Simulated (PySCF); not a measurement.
C5H10OS (SMILES CO[C@H]1CCSC1)

```xyz
17

C     2.5320   -0.0669    0.1277
O     1.3173    0.3474    0.6992
C     0.1689    0.1289   -0.0938
C    -0.8368   -0.7958    0.6043
C    -2.1135   -0.7345   -0.2089
S    -2.2785    1.0040   -0.7753
C    -0.5747    1.4470   -0.3185
H     3.3046    0.1727    0.8559
H     2.7404    0.4650   -0.8079
H     2.5404   -1.1461   -0.0655
H     0.4471   -0.3037   -1.0645
H    -0.4570   -1.8155    0.6713
H    -0.9992   -0.4167    1.6144
H    -3.0004   -0.9912    0.3655
H    -2.0605   -1.3659   -1.0964
H    -0.1411    2.0484   -1.1146
H    -0.5892    2.0229    0.6071
```

Geometry: GFN2-xTB.

These are results of PySCF, revPBE/pcSseg-1, SCF density, gas phase, non-relativistic, not measurements.

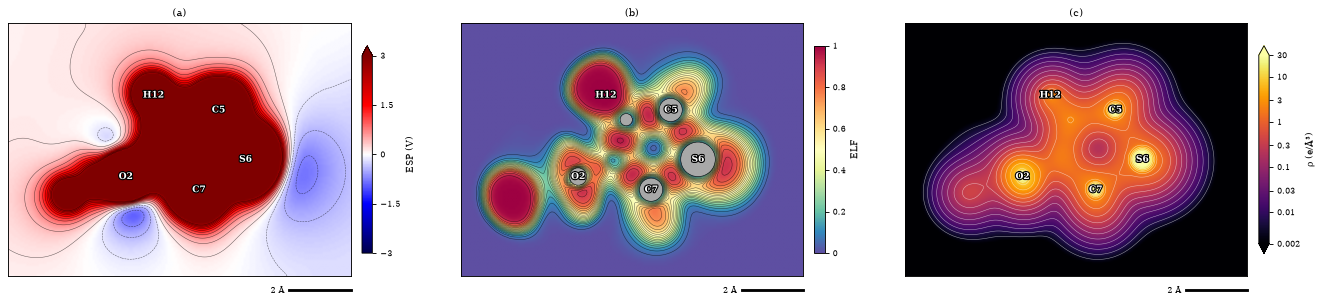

Figure 1. (a) electrostatic potential; (b) ELF; (c) electron density on the plane of atoms C5, S6 and C7. Grey discs cover the atomic cores in the ELF map.

Q: What does the map show?

A:
- Atoms in the plane: O, C, S and H.
- C–S (1.82 Å): ρ is about 1.2 e/Å³ halfway; the ELF peaks at about 0.90 between the atoms (localised, covalent bonding).
- The ELF also peaks beside O2 and S6, away from the bonds: lone-pair regions.
- Outside the dense part of the molecule the potential is most negative (−0.9 V) near O2.

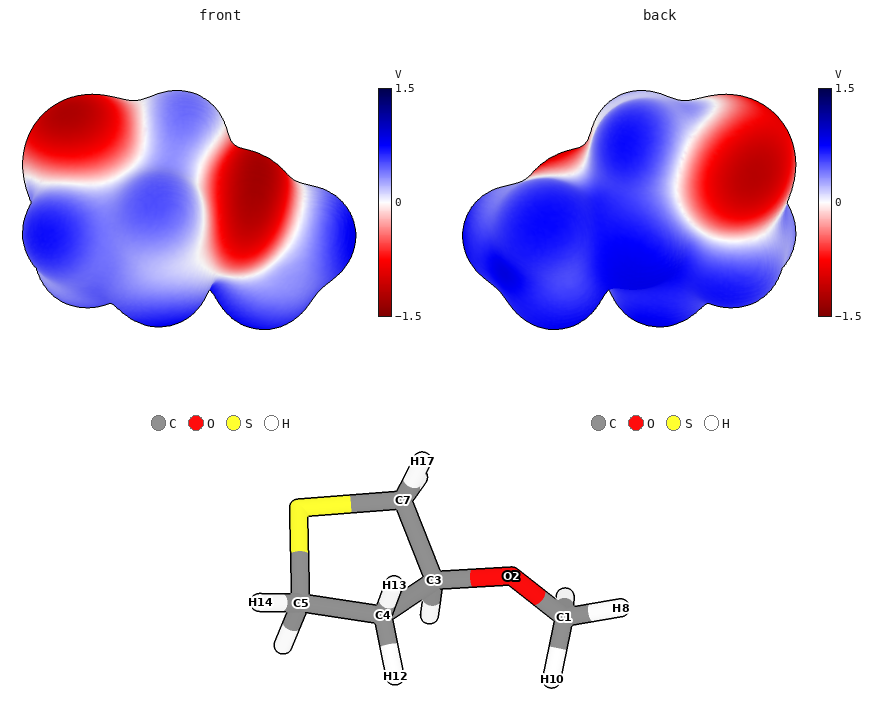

Figure 2. The molecular electrostatic potential painted on the density surface at 0.002 e/bohr³, seen from the front and from behind; red is negative and blue positive. The bare structure is drawn below in the same view.

Q: Where is the surface potential most negative and most positive?

A: The most negative region (about −1.3 V) lies over O2, the most positive (about +0.8 V) over C1, H8, H11 and H12. O2 is the likeliest acceptor of a hydrogen bond.

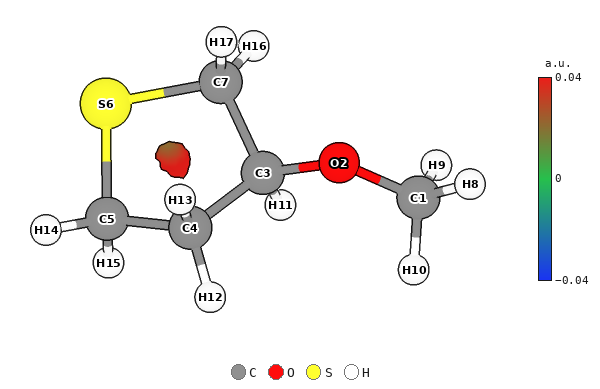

Figure 3. Non-covalent interaction (NCI) plot: the surface where the reduced density gradient is 0.5, for densities under 0.05 a.u., coloured by sign(λ₂)ρ; seen at a tilt.

Q: What holds or crowds the atoms apart from the covalent bonds?

A: Inside the ring or cage of C3, C4, C5, S6 and C7: steric crowding (red).
